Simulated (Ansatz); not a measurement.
**BF···HF: density, localisation and related maps**

```xyz
4

B    -0.5790    0.0003   -0.2340
H     1.2641   -0.0002    0.6657
F     2.1384    0.0001    1.0320
F    -1.6999   -0.0002   -0.8149
```

Level of theory: Ansatz 0.2.0, RKS B3LYP-D4/6-31G*.

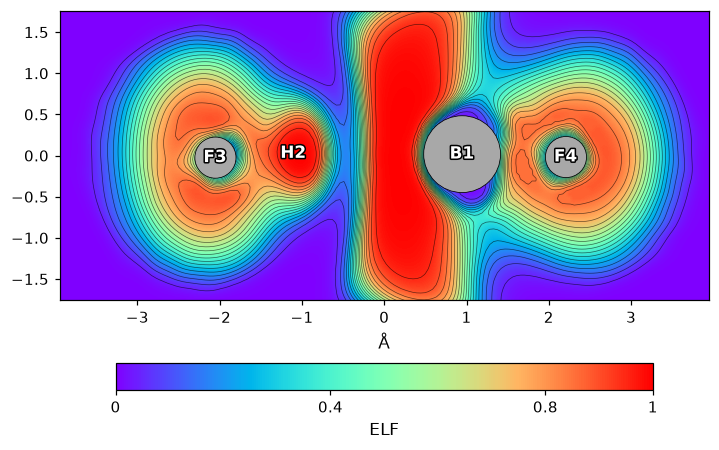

Figure 1. Electron localisation function on a plane that holds the molecular axis. Grey discs cover the atomic cores.

### What do the fields say about this system?

- Atoms in the plane: B, H and F.
- B1···H2 (2.05 Å): the ELF dips to about 0.20 between them.
- B–F (1.26 Å): the ELF peaks at about 0.85 between the atoms (a polar covalent bond).
- F–H (0.95 Å): the ELF climbs to about 1 towards the hydrogen, as it does in any bond to H (a covalent bond by its length).
- The ELF also peaks beside F3 and F4, away from the bonds: lone-pair regions.

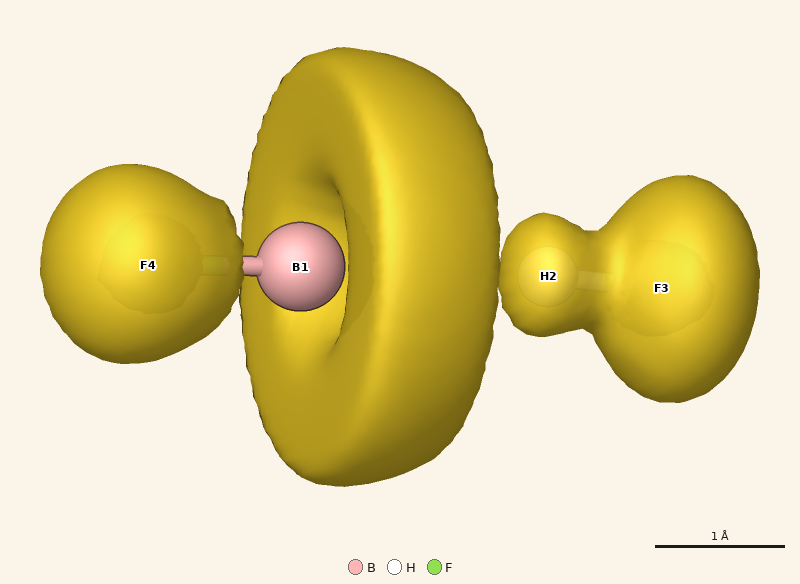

Figure 2. Isosurface of the ELF at 0.75 (yellow), seen from one side. Only the valence region is drawn (cores and ρ < 0.01 e/Å³ removed).

### Where are the electrons localised?

The ELF exceeds this value in one region on F in which the atom's valence shell and bonds are merged, one lobe on B, pointing away from the bonds (lone pairs) and one joined region spread over several atoms (F, H), in which their bonds and any lone pairs are merged.

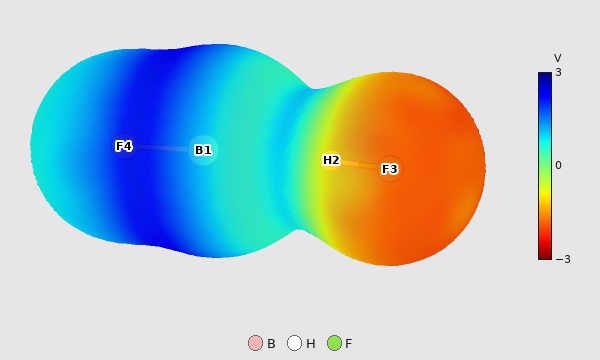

Figure 3. The molecular electrostatic potential painted on the density surface at 0.004 e/bohr³, seen at a tilt; the colour scale runs from red (negative) to blue (positive).

### Which sites attract a positive test charge, and which a negative one?

A positive charge is drawn to the negative regions and a negative charge to the positive ones. The most negative region (about −2.0 V) lies over F3, the most positive (about +2.4 V) over B1.

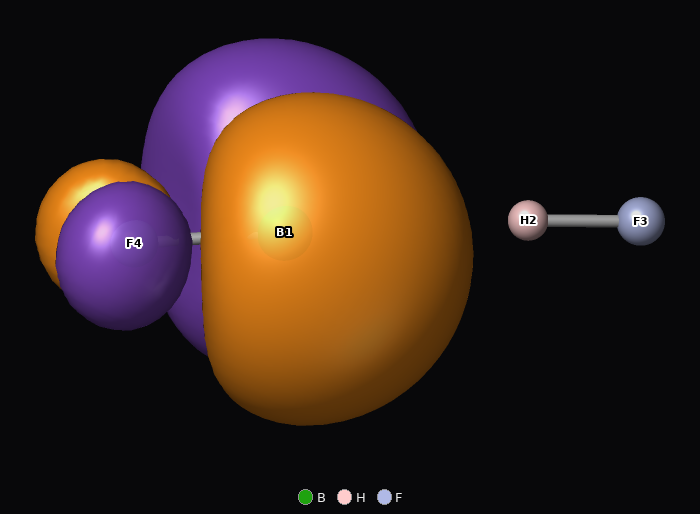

Figure 4. The LUMO at ±0.1 Å⁻³ᐟ² (orange and purple are the two phases), seen from one side.

### Where does this orbital lie, and at what energy?

Its weight (Hirshfeld) is mainly on B1 (about 80 %) and F4 (about 15 %). It is one of a degenerate set, so its orientation is arbitrary. Its energy is −1.56 eV.
